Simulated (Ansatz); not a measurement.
## Electronic structure of ClH₂O₂Si (SMILES O[Si](O)Cl) (doublet) in real space

Input

```
crystal:
  periodic: [false, false, false]
  atoms:
    - {symbol: O, position_ang: [-0.320692, 1.391269, -0.390787]}
    - {symbol: Si, position_ang: [0.131791, -0.176792, -0.408186]}
    - {symbol: O, position_ang: [1.197482, -0.280965, 0.823635]}
    - {symbol: Cl, position_ang: [-1.498492, -1.425043, -0.089571]}
    - {symbol: H, position_ang: [-1.028831, 1.647444, -0.984605]}
    - {symbol: H, position_ang: [1.518752, -1.155903, 1.049514]}
basis:
  gaussian: {orbitals: def2-TZVPP}
magnetization: {spin_polarized: true, initial_magnetization: 1}
hamiltonian: {xc: pbe0, dispersion: d4}
output: {orbitals: {seedname: orbitals}}
```

Launched as:

```sh
ansatz run in.yaml --threads 2 --pin off --events-out ev --progress --plain --max-ram 32768MiB --backend cpu
```

Geometry: PBE0-D4/def2-TZVP.

All numbers below come from UKS PBE0-D4/def2-TZVPP (Ansatz 0.2.0).

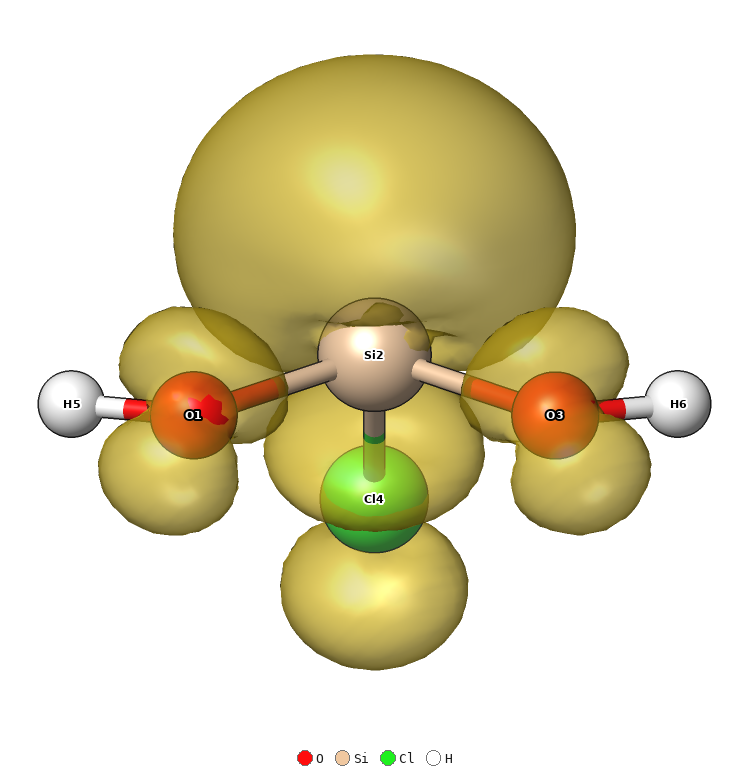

Figure 1. Isosurfaces of the spin density (α minus β) at +0.015 (yellow) and −0.015 e/Å³ (cyan), seen from one side.

> Which atoms carry the spin?

The unpaired spin (1 electron) lies mostly on Si2 (about 0.7), Cl4 (about 0.1), O1 (about 0.1) and O3 (about 0.1), in electrons by Hirshfeld's partition.

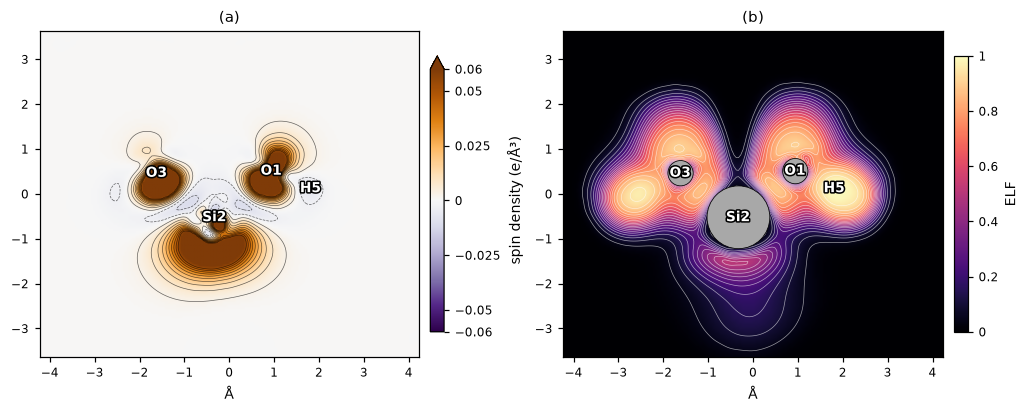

Figure 2. (a) spin density; (b) electron localisation function on the plane of atoms Si2, O1 and H5. Grey discs cover the atomic cores in the ELF map.

> What do the fields say about this system?

The section cuts through O, Si and H sites. Si–O (1.63 Å): the ELF peaks at about 0.90 between the atoms; a shared but strongly polarised pair. O–H (0.96 Å): the ELF climbs to about 1 towards the hydrogen, as it does in any bond to H; an ordinary covalent bond to hydrogen. The ELF also peaks beside O3 and O1, away from the bonds: non-bonding electrons, paired or unpaired.

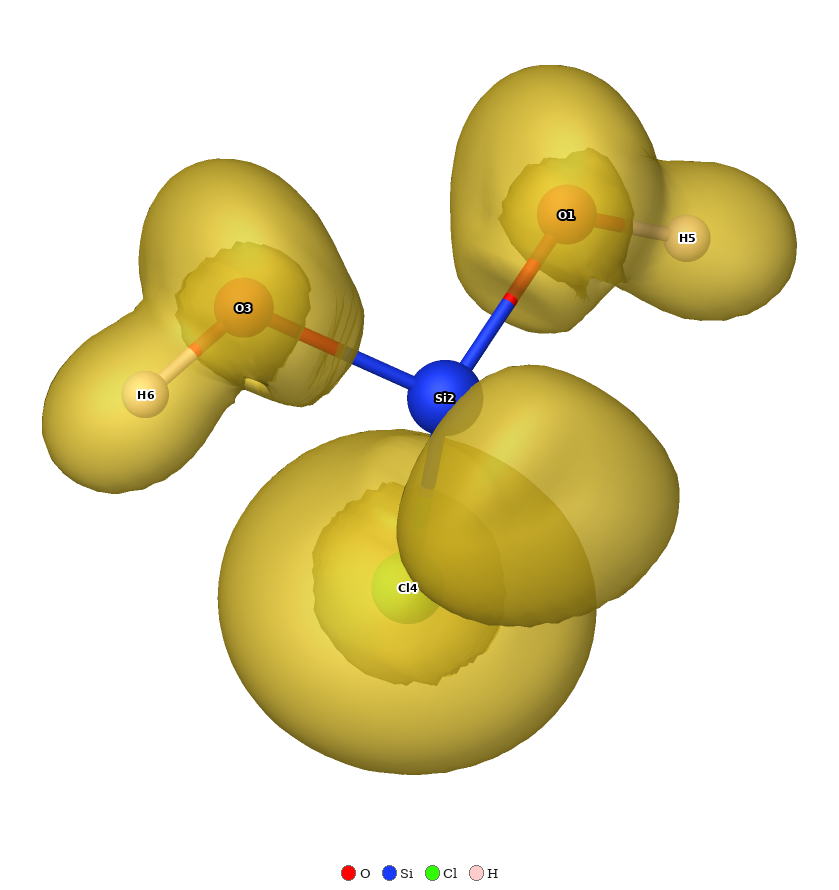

Figure 3. Isosurface of the ELF at 0.75 (yellow), seen at an oblique angle. Core shells and regions of very low density are left out.

> Where are the electrons localised?

At this value the surface marks out one region on Cl in which the atom's valence shell and bonds are merged, one lobe on Si, pointing away from the bonds (non-bonding electrons) and two joined regions spread over several atoms (H, O), in which their bonds and any lone pairs are merged.


 Si–Cl (2.08 Å): the ELF peaks at about 0.85 between the atoms; a polar covalent bond.
